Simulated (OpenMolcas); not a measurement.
# Multiconfigurational calculation for W⁵⁺ complex

- system: W⁵⁺ with 6 ligands (H2O; tetragonal octahedron, 1.98 Å), with no charges around it.
- method: state-averaged CASSCF, active space 1 electron in the shell 5d, basis ANO-RCC-VTZP on the metal and ANO-RCC-VDZP on the ligands, DKH2 scalar Hamiltonian, spin-orbit coupling by RASSI with atomic mean-field integrals (OpenMolcas)

The program's output (extracts):
```
--- SEWARD ---
Basis set label: W.ANO-RCC...8S7P5D3F2G1H.

      Electronic valence basis set:
      ------------------
      Associated Effective Charge  74.000000 au
      Associated Actual Charge     74.000000 au
      Nuclear Model: Point charge

      Shell  nPrim  nBasis  Cartesian Spherical Contaminant
         s      24       8        X
         p      21       7        X
         d      15       5                 X
         f      11       3                 X
         g       4       2                 X
         h       2       1                 X
                  Relativistic Douglas-Kroll-Hess integrals:
                    - DKH order of Hamiltonian: 2
                    - DKH order of Properties : 0
                  Atomic mean-field integrals
--- RASSCF ---
Wave function specifications:
      -----------------------------

      Number of closed shell electrons         128
      Number of electrons in active shells       1
      Max number of holes in RAS1 space          0
      Max nr of electrons in RAS3 space          0
      Number of inactive orbitals               64
      Number of active orbitals                  5
      Number of secondary orbitals             179
      Spin quantum number                      0.5
      State symmetry                             1
Orbital specifications:
      -----------------------

      Symmetry species                           1   2
                                                ag  au
      Frozen orbitals                            0   0
      Inactive orbitals                         30  34
      Active orbitals                            5   0
      RAS1 orbitals                              0   0
      RAS2 orbitals                              5   0
      RAS3 orbitals                              0   0
      Secondary orbitals                        88  91
      Deleted orbitals                           0   0
      Number of basis functions                123 125
      Number of CSFs                             5
      Number of root(s) required                 5
      Iter CI   SX   CI       RASSCF       Energy    max ROT     max BLB   max BLB  Level Ln srch  Step   QN
          iter iter root      energy       change     param      element    value   shift minimum  type update
 Nr of preliminary CI iterations:   1
      Total energies have been shifted. Add               -16000.00 au
        1   1   15    0  -580.20154308    0.00E+00  -1.35E-01*  26  35 1 -4.49E-01*  0.92   0.00    SX    NO
        2   1   16    0  -580.94607703   -7.45E-01* -1.11E-01*  26  35 1 -3.21E-01*  0.72   0.00    SX    NO
        3   1   16    0  -581.17483540   -2.29E-01* -5.99E-02   26  35 1 -1.58E-01*  0.64   0.00    SX    NO
        4   1   15    0  -581.22982938   -5.50E-02* -2.21E-02   10  35 2 -6.97E-02*  0.69   0.00    SX    NO
        5   1   14    0  -581.24420362   -1.44E-02* -2.68E-02   13  38 2  5.35E-02*  0.69   1.10    QN   YES
        6   1   13    0  -581.25215691   -7.95E-03* -1.31E-02   13  38 2  1.57E-02*  0.70   1.32    QN   YES
        7   1   13    0  -581.25337070   -1.21E-03* -8.76E-03   26  35 1  1.08E-02*  0.70   1.45    QN   YES
        8   1   12    0  -581.25381352   -4.43E-04*  5.71E-03   26  35 1  7.78E-03*  0.70   1.61    QN   YES
        9   1   12    0  -581.25399868   -1.85E-04*  2.52E-03   27  33 1 -3.54E-03*  0.70   1.35    QN   YES
       10   1   11    0  -581.25403415   -3.55E-05*  8.48E-04   27  33 1 -1.05E-03*  0.70   1.29    QN   YES
       11   1   10    0  -581.25403907   -4.92E-06* -2.41E-04   26  35 1 -3.57E-04*  0.70   1.25    QN   YES
       12   1    9    0  -581.25403969   -6.20E-07* -1.38E-04   26  35 1 -1.99E-04*  0.70   1.35    QN   YES
       13   1    8    0  -581.25403983   -1.46E-07* -1.32E-04   30  32 1 -1.17E-04*  0.70   1.47    QN   YES
       14   1    7    0  -581.25403989   -5.02E-08* -8.38E-05   30  32 1 -5.93E-05   0.70   1.47    QN   YES
       15   1    7    0  -581.25403990   -1.60E-08*  3.55E-05   30  32 1 -2.43E-05   0.70   1.34    QN   YES
       16   1    6    0  -581.25403991   -4.11E-09  -1.44E-05   27  33 1  1.26E-05   0.70   1.29    QN   YES
      Convergence after 16 iterations
       17   1    6    0  -581.25403991   -7.35E-10  -1.44E-05   27  33 1  6.85E-06   0.70   1.29    QN   YES
      Natural orbitals and occupation numbers for root  1
      sym 1:   0.000000   1.000000   0.000000   0.000000   0.000000
      Natural orbitals and occupation numbers for root  2
      sym 1:  -0.000000   0.000000  -0.000000   1.000000   0.000000
      Natural orbitals and occupation numbers for root  3
      sym 1:   1.000000   0.000000   0.000000   0.000000  -0.000000
::    RASSCF root number  1 Total energy: -16581.33278091
::    RASSCF root number  2 Total energy: -16581.32219871
::    RASSCF root number  3 Total energy: -16581.32090181
::    RASSCF root number  4 Total energy: -16581.16797071
::    RASSCF root number  5 Total energy: -16581.12634738
--- RASSI ---
SPIN-FREE ENERGIES:
  (Shifted by EMIN (a.u.) =     -16581.3327809107)

 SF State       Relative EMIN(au)   Rel lowest level(eV)    D:o, cm**(-1)

     1             0.0000000000        0.0000000000              0.0000
     2             0.0105822005        0.2879563451           2322.5246
     3             0.0118790964        0.3232466799           2607.1603
     4             0.1648101966        4.4847139163          36171.6571
     5             0.2064335304        5.6173425287          45306.9230
     Dipole printing threshold changed to   1.00000000E+00
Eigenvalues of complex Hamiltonian:
   -----------------------------------
  (Shifted by EMIN (a.u.) =     -16581.3327809107)

 SO State       Relative EMIN(au)   Rel lowest level(eV)    D:o, cm**(-1)

     1            -0.0051346885        0.0000000000              0.0000
     2            -0.0051346885        0.0000000000              0.0000
     3             0.0035566965        0.2365046330           1907.5385
     4             0.0035566965        0.2365046330           1907.5385
     5             0.0211467646        0.7151547708           5768.1122
     6             0.0211467646        0.7151547708           5768.1122
     7             0.1663752569        4.6670233692          37642.0820
     8             0.1663752569        4.6670233692          37642.0820
     9             0.2077609942        5.7931866507          46725.2015
    10             0.2077609942        5.7931866507          46725.2015
Weights of the five most important spin-orbit-free states for each spin-orbit state.

 SO State  Total energy (au)           Spin-free states, spin, and weights
 -------------------------------------------------------------------------------------------------------
    1        -0.005135       1 0.5  0.8337    2 0.5  0.0954    3 0.5  0.0629    4 0.5  0.0068    5 0.5  0.0012
    2        -0.005135       1 0.5  0.8337    2 0.5  0.0954    3 0.5  0.0629    4 0.5  0.0068    5 0.5  0.0012
    3         0.003557       2 0.5  0.5104    3 0.5  0.4796    5 0.5  0.0051    1 0.5  0.0028    4 0.5  0.0022
    4         0.003557       2 0.5  0.5104    3 0.5  0.4796    5 0.5  0.0051    1 0.5  0.0028    4 0.5  0.0022
    5         0.021147       3 0.5  0.4531    2 0.5  0.3882    1 0.5  0.1582    4 0.5  0.0003    5 0.5  0.0001
    6         0.021147       3 0.5  0.4531    2 0.5  0.3882    1 0.5  0.1582    4 0.5  0.0003    5 0.5  0.0001
    7         0.166375       4 0.5  0.9907    2 0.5  0.0049    1 0.5  0.0044    3 0.5  0.0000    5 0.5  0.0000
    8         0.166375       4 0.5  0.9907    2 0.5  0.0049    1 0.5  0.0044    3 0.5  0.0000    5 0.5  0.0000
    9         0.207761       5 0.5  0.9935    3 0.5  0.0044    2 0.5  0.0011    1 0.5  0.0010    4 0.5  0.0000
   10         0.207761       5 0.5  0.9935    3 0.5  0.0044    2 0.5  0.0011    1 0.5  0.0010    4 0.5  0.0000
 -------------------------------------------------------------------------------------------------------
```

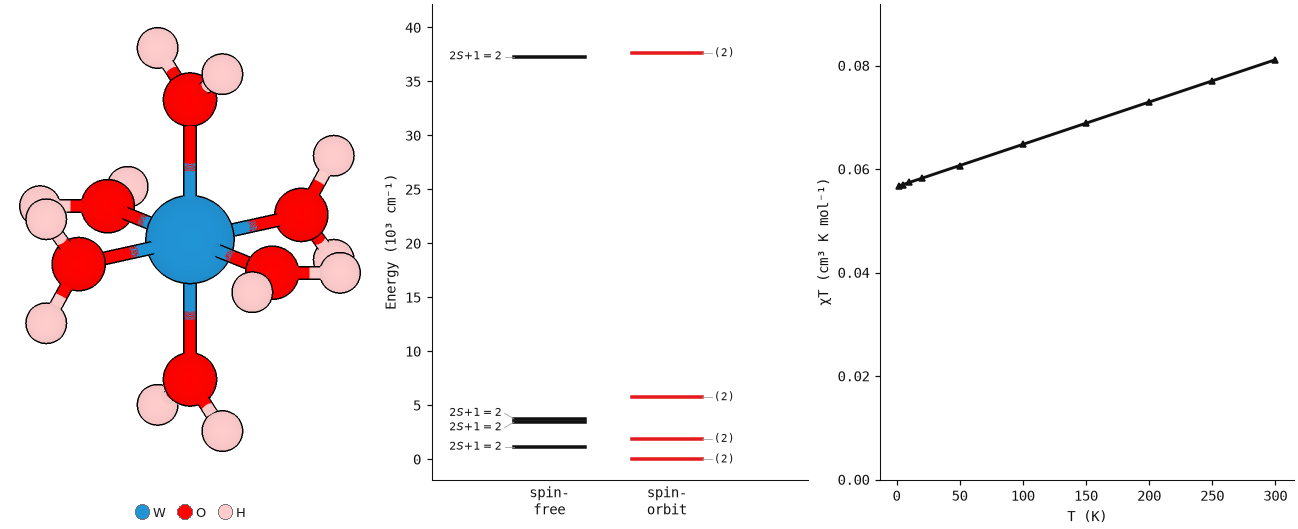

**Figure 1.** W⁵⁺ (5d) with 6 ligands, H₂O, at 1.98 Å (arrangement: tetragonal octahedron, Ci), axial distortion 1.06, and its levels and susceptibility. Labels give the representation in O, Td, D4 or D3 as the site allows (double group for half-integer spin) where it could be assigned and, in brackets, the degeneracy; spin-free states, where drawn, share the zero of the spin-orbit levels. Powder susceptibility by Van Vleck's formula. The ground level is a Kramers doublet, 100 % from states of spin multiplicity 2. Its principal g values are 0.69, 0.78 and 0.85. The next level lies at 1,910 cm⁻¹. χT is 0.0568 cm³ K mol⁻¹ at 2 K and 0.0811 at 300 K, an effective moment of 0.81 μB. The active orbitals hold 71 to 86 % metal character (Löwdin), and the Mulliken charge of the metal is +3.60.

Input file:
```
&GATEWAY
Coord
19

W 0.0 0.0 0.0
O 1.980000 0.000000 0.000000
H 2.556978 0.779741 0.000000
H 2.556978 -0.779741 0.000000
O 0.000000 1.980000 0.000000
H 0.000000 2.556978 0.779741
H 0.000000 2.556978 -0.779741
O -1.980000 0.000000 0.000000
H -2.556978 0.779741 0.000000
H -2.556978 -0.779741 0.000000
O 0.000000 -1.980000 0.000000
H 0.000000 -2.556978 0.779741
H 0.000000 -2.556978 -0.779741
O 0.000000 0.000000 2.098800
H 0.779741 0.000000 2.675778
H -0.779741 0.000000 2.675778
O 0.000000 0.000000 -2.098800
H 0.779741 0.000000 -2.675778
H -0.779741 0.000000 -2.675778
Basis=W.ANO-RCC-VTZP,H.ANO-RCC-VDZP,O.ANO-RCC-VDZP
Group=XYZ
NoMove
AngMom=0.0 0.0 0.0
AMFI
RICD
&SEWARD
&RASSCF
FileOrb=start.orb
Symmetry=1
Spin=2
nActEl=1 0 0
Inactive=30 34
Ras2=5 0
CIRoot=5 5 1
SDav=5
CIMx=300
Iter=150 100
PrWF=0.3
OrbListing=Nothing
MaxOrb=0
LevShft=1.0
>>> COPY $Project.JobIph JOB001
&RASSI
NrOfJobIphs=1 5
1 2 3 4 5
IphNames
JOB001
EJob
SpinOrbit
DIPRint=1.0
SOCoupling=1000.0
Subsets=2
Property=9
'ANGMOM' 1 'ANGMOM' 2 'ANGMOM' 3 'MLTPL  1' 1 'MLTPL  1' 2 'MLTPL  1' 3
'AMFI' 1 'AMFI' 2 'AMFI' 3
SOProperty=3
'ANGMOM' 1 'ANGMOM' 2 'ANGMOM' 3
```

The file start.orb holds starting orbitals from an earlier step. A driver script formed the levels outside the program, from RASSI's spin-orbit matrix and the active-space energies, averaged over the components of each term or state.

Run as:
```bash
OMP_NUM_THREADS=1 MOLCAS_MEM=2457 MOLCAS_PROJECT=a pymolcas a.inp > a.log  # once for each step of the input, in one work folder
```

Summary:

- outcome: converged
- energy of the lowest spin-free term: −16581.33278 hartree
- energy of the lowest spin-orbit level: −16581.33792 hartree
- largest spread among components of a term: 0.0 cm⁻¹
- hardware: 1 thread of Arm Neoverse V1, 24 GiB of memory available, shared host
- wall time: 65 s
- peak memory: 0.65 GiB

Notes:

To bear in mind: covalent bonds, ligand orbitals missing from the active space; distances are set from ionic radii, not optimised.
